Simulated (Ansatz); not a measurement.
**CH2BrF (bromofluoromethane): B3LYP/6-31G(d) (spherical functions)**

What is the electronic atomisation energy of CH2BrF (bromofluoromethane) at B3LYP/6-31G* (spherical functions)? 

Program for the calculation: Ansatz 0.2.0.

59 further runs of the same task are left out: 59 set aside as unsound or not needed.

### Step 1. The molecule

CH2BrF: 5 atoms, total charge 0, spin state singlet. As SMILES, `FCBr`. Geometry: relaxed at PBE0-D4/def2-TZVP.

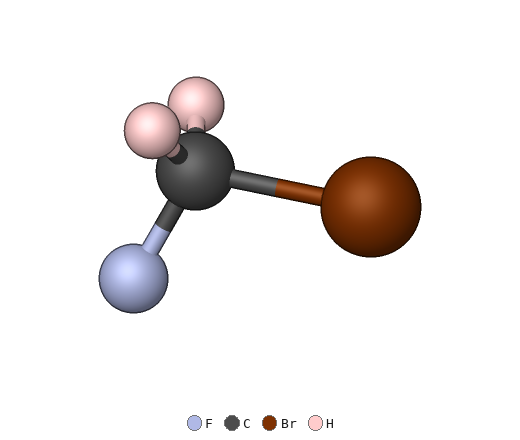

The structure, seen from a chosen angle (fluorine light blue, carbon dark grey, bromine brown, hydrogen pink).

### Step 2. A single-point energy at B3LYP/6-31G(d) (spherical functions)

input.yaml reads:

```yaml
crystal:
  periodic: [false, false, false]
  atoms:
    - {symbol: F, position_ang: [0.686900, 1.170700, 0.163000]}
    - {symbol: C, position_ang: [0.150000, -0.066700, 0.076600]}
    - {symbol: Br, position_ang: [-1.544900, -0.012500, -0.855200]}
    - {symbol: H, position_ang: [0.807700, -0.713600, -0.500400]}
    - {symbol: H, position_ang: [-0.049700, -0.451500, 1.074600]}
basis:
  gaussian:
    orbitals: 6-31G_st_-spherical.json
output: {orbitals: {seedname: orbitals}}
accuracy: high
hamiltonian:
  xc: {name: B3LYP}
```

The basis set 6-31G* is read from a file made from the Basis Set Exchange's data (not shown).

On the command line:

```
$ ansatz run input.yaml --threads 1 --pin off --max-ram 3480MiB --events-out events.jsonl --progress --plain --runs-dir runs
```

Output:

```text
Warning: RAYON_NUM_THREADS=1 ignored (pool sized by the plan → 1); use --threads N
Functional definition: B3LYP
  name "B3LYP"
  parameter a0 = 0.2
  parameter ax = 0.72
  parameter ac = 0.81
  exchange = (1 - a0 - ax)*slater_x + ax*b88_x + a0*exact_x
  correlation = (1 - ac)*vwn_rpa_c + ac*lyp_c
1299 factors; integrals over basis functions are off by at most 4.2e-9 eV
mean field evaluation 1: about -73823.7180 eV, gradient 2.2e1 eV
mean field evaluation 2: about -73823.4740 eV, gradient 2.6e1 eV
mean field evaluation 4: about -73824.5529 eV, gradient 8.2e-1 eV
mean field evaluation 8: about -73824.6647 eV, gradient 5.9e-2 eV
mean field evaluation 16: about -73824.6647 eV, gradient 5.2e-6 eV
mean field -73824.66470778 eV, -2713.0063878557 hartree, gradient 7.3e-8 eV, S^2 0.000000; 0 other end points of the search recorded, 0 dependent functions left out
reference -73824.66473484 eV, -2713.0063888503 hartree; 26, 26 occupied and 38, 38 virtual orbitals, 1299 factors
Total energy: -73824.66473484 eV, -2713.0063888503 hartree
```

Wall time 4.8 s (1 thread of Arm Neoverse V2, shared host); peak memory 0.17 GiB.

### Step 3. The Br atom at the same level

job.yaml reads:

```yaml
crystal:
  periodic: [false, false, false]
  atoms:
    - {symbol: Br, position_ang: [0.000000, 0.000000, 0.000000]}
basis:
  gaussian:
    orbitals: 6-31G_st_-spherical.json
accuracy: high
total_charge: 0
magnetization:
  spin_polarized: true
  initial_magnetization: 1
hamiltonian:
  xc: {name: B3LYP}
```

The basis set 6-31G* is read from a file made from the Basis Set Exchange's data (not shown).

Run the same way, it converges to -2573.83095 Eh (log not shown).

### Step 4. The C atom, same level

in.yaml reads:

```yaml
crystal:
  periodic: [false, false, false]
  atoms:
    - symbol: C
      position_ang: [0.000000, 0.000000, 0.000000]
basis:
  gaussian:
    orbitals: 6-31G_st_-spherical.json
magnetization:
  spin_polarized: true
  initial_magnetization: 2
hamiltonian:
  xc: {name: B3LYP}
accuracy: high
```

The basis set 6-31G* is read from a file made from the Basis Set Exchange's data (not shown).

Run the same way, it converges to -37.84469 Eh (log not shown).

### Step 5. The F atom, same level

run.yaml reads:

```yaml
crystal:
  periodic: [false, false, false]
  atoms:
    - {symbol: F, position_ang: [0.000000, 0.000000, 0.000000]}
basis:
  gaussian:
    orbitals: 6-31G_st_-spherical.json
magnetization:
  spin_polarized: true
  initial_magnetization: 1
hamiltonian:
  xc: {name: B3LYP}
accuracy: high
```

The basis set 6-31G* is read from a file made from the Basis Set Exchange's data (not shown).

Run the same way, it converges to -99.71458 Eh (log not shown).

### Step 6. The H atom

input.yaml reads:

```yaml
crystal:
  periodic: [false, false, false]
  atoms:
    - {symbol: H, position_ang: [0.000000, 0.000000, 0.000000]}
basis:
  gaussian:
    orbitals: "6-31G*"
magnetization:
  spin_polarized: true
  initial_magnetization: 1
hamiltonian:
  xc: {name: B3LYP}
accuracy: high
```

Run the same way, it converges to -0.50027 Eh (log not shown).

### Step 7. Results

At B3LYP/6-31G* (spherical functions):

| quantity | value |
| --- | --- |
| molecule: total energy | -2713.00639 Eh |
| molecule: HOMO energy | -7.88 eV |
| molecule: LUMO energy | -0.24 eV |
| molecule: HOMO–LUMO gap | 7.64 eV |
| Br atom: total energy | -2573.83095 Eh |
| Br atom: ⟨S²⟩ | 0.751 |
| C atom: total energy | -37.84469 Eh |
| C atom: ⟨S²⟩ | 2.002 |
| F atom: total energy | -99.71458 Eh |
| F atom: ⟨S²⟩ | 0.751 |
| H atom: total energy | -0.50027 Eh |
| H atom: ⟨S²⟩ | 0.750 |
| electronic atomisation energy | 16.752 eV |

**Reading.** Taking the molecule apart into free atoms costs 16.75 eV (1616 kJ/mol), before zero-point energy and without spin-orbit coupling.
